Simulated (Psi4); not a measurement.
# GaH2OF (SMILES [OH][GaH][F]), step by step

We compute a single-point energy (PBEh-3c/def2-mSVP), then a saddle-point search (PBEh-3c/def2-mSVP), then vibrational wavenumbers (PBEh-3c/def2-mSVP), then a reaction path (PBEh-3c/def2-mSVP) of GaH2OF. 

The results are computed with Psi4 1.11.

## Step 1: The structure to begin with

GaH2OF: 5 atoms, total charge 0, spin state singlet. SMILES: `[OH][GaH][F]`. The coordinates come from a PBE0-D4/def2-TZVP relaxation. This is one conformer, not always the lowest.

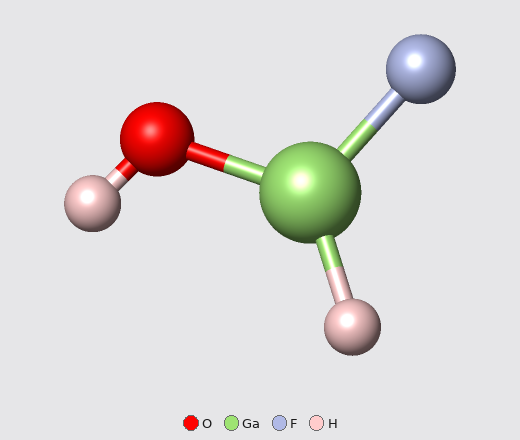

Viewed from a chosen angle; oxygen red, gallium green, fluorine light blue, hydrogen pink.

## Step 2: A single-point energy at PBEh-3c/def2-mSVP (density fitting) (run 1)

The input, input.in:

```
memory 1.6 GB

molecule m {
  O
  Ga 1 r2
  F 2 r3 1 a3
  H 1 r4 2 a4 3 d4
  H 2 r5 3 a5 1 d5

  r2 = 1.771341
  r3 = 1.746178
  a3 = 111.14217
  r4 = 0.959425
  a4 = 114.45664
  d4 = -179.98694
  r5 = 1.54499
  a5 = 120.04423
  d5 = -179.99747
  symmetry c1
}

set {
  reference rks
}

e_tot = energy('pbeh-3c')
```

On the command line:

```console
psi4 -n 1 input.in input.out
```

input.out:

```text
[...]
  Running in c1 symmetry.
[...]
  Nuclear repulsion =  198.339106468421306
[...]
  Multiplicity = 1
[...]
  Nalpha       = 25
  Nbeta        = 25
[...]
    Number of basis functions: 66
[...]
   @DF-RKS iter   1: -2098.35342427351043   -2.46474e+00   3.63578e-02 ADIIS/DIIS
[...]
   @DF-RKS iter   9: -2099.86310539630085   -1.11718e-07   9.56623e-07 DIIS
[...]
  @DF-RKS Final Energy: -2099.86310539630085
   => Energetics <=
    Nuclear Repulsion Energy =            198.3391064684213063
    One-Electron Energy =               -3324.5635937563110929
    Two-Electron Energy =                1081.4226567826672181
    DFT Exchange-Correlation Energy =     -55.0717749682017086
    Empirical Dispersion Energy =           0.0105000771232153
    VV10 Nonlocal Energy =                  0.0000000000000000
    Total Energy =                      -2099.8631053963008526
[...]
 Multipole Moments:
 ------------------------------------------------------------------------------------
     Multipole            Electronic (a.u.)      Nuclear  (a.u.)        Total (a.u.)
 ------------------------------------------------------------------------------------
 L = 1.  Multiply by 2.5417464519 to convert [e a0] to [Debye]
 Dipole X            :         -0.0001595            0.0002558            0.0000963
 Dipole Y            :         -0.5787277            1.9566879            1.3779602
 Dipole Z            :          2.6120435           -2.6581286           -0.0460852
 Magnitude           :                                                    1.3787306
[...]
```

Wall time 5.1 s (1 thread of Intel Xeon 6975P-C (Granite Rapids), shared host); peak memory 0.41 GiB.

## Step 3: A saddle-point search at PBEh-3c/def2-mSVP (density fitting, full hess every 0) (run 2)

The input, job.dat:

```
memory 1600 mb

molecule m {
  0 1
  O     -1.130400    -0.588700    -0.283800
  Ga     0.383700     0.280500     0.015600
  F      0.438300     1.777800    -0.881200
  H     -1.662205    -0.741754     0.499944
  H      1.569000    -0.122600     0.920900
  symmetry c1
}

set opt_type ts
set full_hess_every 0
set geom_maxiter 40

e = optimize('pbeh-3c')
```

On the command line:

```console
psi4 -i job.dat -o job.out -n 1
```

job.out:

```text
[...]
  Running in c1 symmetry.
[...]
  Nuclear repulsion =  198.400245856047661
[...]
  Multiplicity = 1
[...]
  Nalpha       = 25
  Nbeta        = 25
[...]
    Number of basis functions: 66
[...]
   @DF-RKS iter   1: -2098.35296741037564   -2.46436e+00   3.63463e-02 DIIS/ADIIS
[...]
  ==> Harmonic Vibrational Analysis <==
[...]
  Freq [cm^-1]                263.2647i            233.6283            494.9849
[...]
  IR activ [km/mol]            128.5825            19.3840             78.1676
[...]
  Freq [cm^-1]                 647.0083            703.3448            731.4394
[...]
  IR activ [km/mol]            162.8684            47.6768             81.4462
[...]
  Freq [cm^-1]                 814.0244           2097.9217           3959.8285
[...]
   @DF-RKS iter   7: -2099.85791872852451    0.00000e+00   3.99960e-09 DIIS
[...]
  @DF-RKS Final Energy: -2099.85791872852451
   => Energetics <=
    Nuclear Repulsion Energy =            199.3437043029603046
    One-Electron Energy =               -3326.6392950288636712
    Two-Electron Energy =                1082.5094196243194347
    DFT Exchange-Correlation Energy =     -55.0818508101536253
    Empirical Dispersion Energy =           0.0101031832132500
    VV10 Nonlocal Energy =                  0.0000000000000000
    Total Energy =                      -2099.8579187285245098
[...]
  -Total Gradient:
     Atom            X                  Y                   Z
    ------   -----------------  -----------------  -----------------
       1        0.000013156555     0.000027086590    -0.000032456998
       2       -0.000001489091     0.000070543161    -0.000034886083
       3       -0.000041690704     0.000075052870    -0.000051247197
       4        0.000031420049     0.000048211189    -0.000021334866
       5        0.000013064525     0.000094857016    -0.000054966707
[...]
```

On the terminal:

```text
Warning: thermodynamics relations excluded imaginary frequencies: ['263.2647i']
Warning: used thermodynamics relations inappropriate for low-frequency modes: ['233.6283' '494.9849']
Optimizer: Optimization complete!
```

Run time: 70 s. Hardware: 1 thread of Intel Xeon 6975P-C (Granite Rapids), shared host; peak memory 0.49 GiB.

Steps, from the record of the run:

| step | energy from the first frame kept (eV) | largest force (eV/Å) |
| --- | --- | --- |
| 0 | 0.0000 | 0.5387 |
| 1 | -0.0068 | 0.1679 |
| 2 | 0.0086 | 0.0578 |
| 3 | 0.0083 | 0.0086 |
| 4 | 0.0083 | 0.0057 |

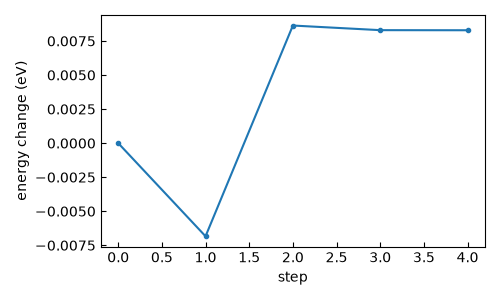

Energy along the run.

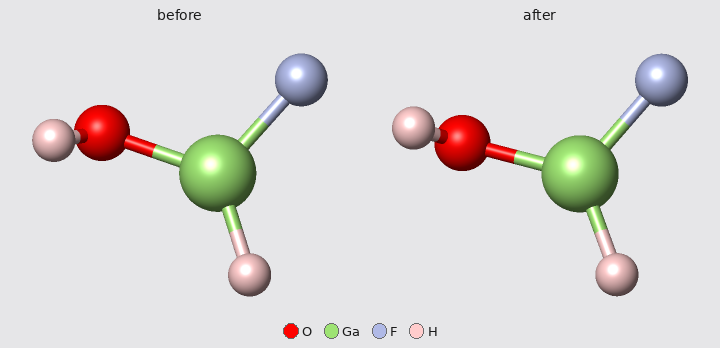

Before and after, at one scale.

After the run. Bond lengths: O1–Ga2 1.761 Å, Ga2–F3 1.730 Å, O1–H4 0.957 Å, Ga2–H5 1.538 Å. Angles: O1–Ga2–F3 114.7°, O1–Ga2–H5 126.6°, F3–Ga2–H5 118.5°, Ga2–O1–H4 122.1°.

## Step 4: The harmonic vibrations at PBEh-3c/def2-mSVP (density fitting) (run 3)

The input, job.inp:

```
memory 1.6 GB

molecule m {
  0 1
  O     -1.055835    -0.686253    -0.200475
  Ga     0.391695     0.287164     0.041366
  F      0.420371     1.771884    -0.846505
  H     -1.790000    -0.666354     0.413707
  H      1.632165    -0.101195     0.863351
  units angstrom
  symmetry c1
}

set reference rks
set rotational_symmetry_number 1

frequency('pbeh-3c')
```

On the command line:

```console
psi4 -i job.inp -o job.out -n 1
```

job.out:

```text
[...]
  Running in c1 symmetry.
[...]
  Nuclear repulsion =  199.343698442136287
[...]
  Multiplicity = 1
[...]
  Nalpha       = 25
  Nbeta        = 25
[...]
    Number of basis functions: 66
[...]
   @DF-RKS iter   1: -2098.35159415096359   -2.42916e+00   3.63715e-02 ADIIS/DIIS
[...]
   @DF-RKS iter  12: -2099.85791681946557    9.09495e-13   3.37452e-09 DIIS
[...]
  @DF-RKS Final Energy: -2099.85791681946557
   => Energetics <=
    Nuclear Repulsion Energy =            199.3450460840690255
    One-Electron Energy =               -3326.6440208270901167
    Two-Electron Energy =                1082.5125935790581480
    DFT Exchange-Correlation Energy =     -55.0816390731447640
    Empirical Dispersion Energy =           0.0101034176421788
    VV10 Nonlocal Energy =                  0.0000000000000000
    Total Energy =                      -2099.8579168194655722
[...]
  -Total Gradient:
     Atom            X                  Y                   Z
    ------   -----------------  -----------------  -----------------
       1        0.001031025863    -0.000000251485    -0.000862484258
       2        0.000174968271     0.000001252572     0.000177062098
       3       -0.000022450232     0.000052583617    -0.000050510348
       4       -0.000932082994     0.000087500784     0.000795486156
       5       -0.000237016577     0.000175186266    -0.000254717642
[...]
  ==> Harmonic Vibrational Analysis <==
[...]
  Freq [cm^-1]                408.1945i            229.4929            473.5702
[...]
  IR activ [km/mol]            144.8439            21.1612             72.2708
[...]
  Freq [cm^-1]                 646.0219            683.5277            733.1163
[...]
  IR activ [km/mol]            89.0969             218.6957            65.1153
[...]
  Freq [cm^-1]                 775.9689           2133.0674           3991.8026
[...]
```

The script printed:

```text
Warning: thermodynamics relations excluded imaginary frequencies: ['408.1945i']
Warning: used thermodynamics relations inappropriate for low-frequency modes: ['229.4929' '473.5702']
```

Wall time 75 s (1 thread of Intel Xeon 6975P-C (Granite Rapids), shared host); peak memory 0.47 GiB.

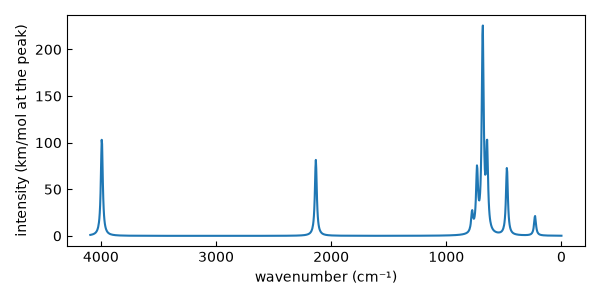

Harmonic infrared spectrum, unscaled, lines broadened by 10 cm⁻¹.

## Step 5: A reaction path at PBEh-3c/def2-mSVP (density fitting, full hess every 0, irc direction forward, irc points 8, irc step size 0.2) (run 4)

The input, fgah2o.in:

```
memory 1600 MB

molecule system {
  0 1
  O     -1.055835    -0.686253    -0.200475
  Ga     0.391695     0.287164     0.041366
  F      0.420371     1.771884    -0.846505
  H     -1.790000    -0.666354     0.413707
  H      1.632165    -0.101195     0.863351
  symmetry c1
}

set opt_type irc
set irc_points 8
set irc_step_size 0.2
set full_hess_every 0
set geom_maxiter 90
set irc_direction forward
set g_convergence gau_loose

E = optimize("pbeh-3c")
```

On the command line:

```console
psi4 -i fgah2o.in -o fgah2o.out -n 1
```

fgah2o.out:

```text
[...]
  Running in c1 symmetry.
[...]
  Nuclear repulsion =  199.343698442136287
[...]
  Multiplicity = 1
[...]
  Nalpha       = 25
  Nbeta        = 25
[...]
    Number of basis functions: 66
[...]
   @DF-RKS iter   1: -2098.35159422159313   -2.42916e+00   3.63715e-02 DIIS/ADIIS
[...]
   @DF-RKS iter   9: -2099.86262096739711   -1.81899e-12   3.77516e-09 DIIS
[...]
  @DF-RKS Final Energy: -2099.86262096739711
   => Energetics <=
    Nuclear Repulsion Energy =            199.7997444778555405
    One-Electron Energy =               -3327.5130646334750963
    Two-Electron Energy =                1082.9197088926396191
    DFT Exchange-Correlation Energy =     -55.0793780796434902
    Empirical Dispersion Energy =           0.0103683752261811
    VV10 Nonlocal Energy =                  0.0000000000000000
    Total Energy =                      -2099.8626209673971061
[...]
  -Total Gradient:
     Atom            X                  Y                   Z
    ------   -----------------  -----------------  -----------------
       1        0.001167605075    -0.002698098675    -0.001061588234
       2        0.000157515217    -0.000452346361    -0.000907484291
       3       -0.000205293063     0.001046472339     0.000866648188
       4       -0.001333302856     0.002088988839     0.001125600459
       5        0.000183512469     0.000105413740    -0.000212468811
[...]
```

On the terminal:

```text
Warning: thermodynamics relations excluded imaginary frequencies: ['408.2106i']
Warning: used thermodynamics relations inappropriate for low-frequency modes: ['229.4877' '473.5808']
Optimizer: Optimization complete!
```

Wall time 92 s (1 thread of Intel Xeon 6975P-C (Granite Rapids), shared host); peak memory 0.49 GiB.

Step by step:

| step | energy from the first frame kept (eV) | largest force (eV/Å) |
| --- | --- | --- |
| 0 | 0.0000 | 0.0057 |
| 1 | -0.0035 | 0.0775 |
| 2 | -0.0035 | 0.0773 |
| 3 | -0.0133 | 0.1456 |
| 4 | -0.0133 | 0.1454 |
| 5 | -0.0285 | 0.1982 |
| 6 | -0.0284 | 0.1980 |
| 7 | -0.0475 | 0.2300 |
| 8 | -0.0474 | 0.2303 |
| 9 | -0.0686 | 0.2418 |
| 10 | -0.0686 | 0.2420 |
| 11 | -0.0902 | 0.2317 |
| 12 | -0.0902 | 0.2326 |
| 13 | -0.1105 | 0.2041 |
| 14 | -0.1105 | 0.2050 |
| 15 | -0.1280 | 0.1607 |

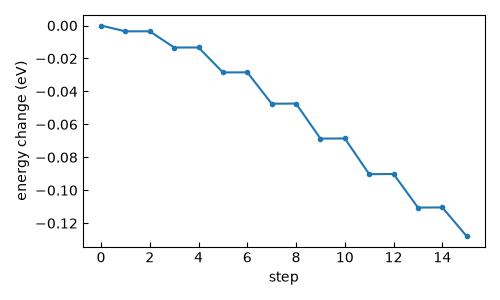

Energy along the run.

## Step 6: Summary of results

| quantity | value |
| --- | --- |
| run 1, PBEh-3c/def2-mSVP: total energy | -2099.86311 Eh |
| run 1, PBEh-3c/def2-mSVP: dipole moment | 3.50 D |
| run 1, PBEh-3c/def2-mSVP: HOMO energy | -10.33 eV |
| run 1, PBEh-3c/def2-mSVP: LUMO energy | -0.26 eV |
| run 1, PBEh-3c/def2-mSVP: HOMO–LUMO gap | 10.07 eV |
| run 2, PBEh-3c/def2-mSVP: total energy at the end | -2099.85792 Eh |
| run 2, PBEh-3c/def2-mSVP: dipole moment | 2.56 D |
| run 2, PBEh-3c/def2-mSVP: HOMO energy | -9.82 eV |
| run 2, PBEh-3c/def2-mSVP: LUMO energy | -0.45 eV |
| run 2, PBEh-3c/def2-mSVP: HOMO–LUMO gap | 9.37 eV |
| run 3, PBEh-3c/def2-mSVP: lowest harmonic wavenumber | 408i cm⁻¹ (imaginary) |
| run 3, PBEh-3c/def2-mSVP: highest harmonic wavenumber | 3992 cm⁻¹ |
| run 4, PBEh-3c/def2-mSVP: total energy at the end | -2099.86262 Eh |
| run 4, PBEh-3c/def2-mSVP: dipole moment | 3.27 D |
| run 4, PBEh-3c/def2-mSVP: HOMO energy | -10.15 eV |
| run 4, PBEh-3c/def2-mSVP: LUMO energy | -0.23 eV |
| run 4, PBEh-3c/def2-mSVP: HOMO–LUMO gap | 9.92 eV |

1 mode is imaginary (lowest 408i cm⁻¹): a first-order saddle point, unless the integration grid spoils the Hessian.
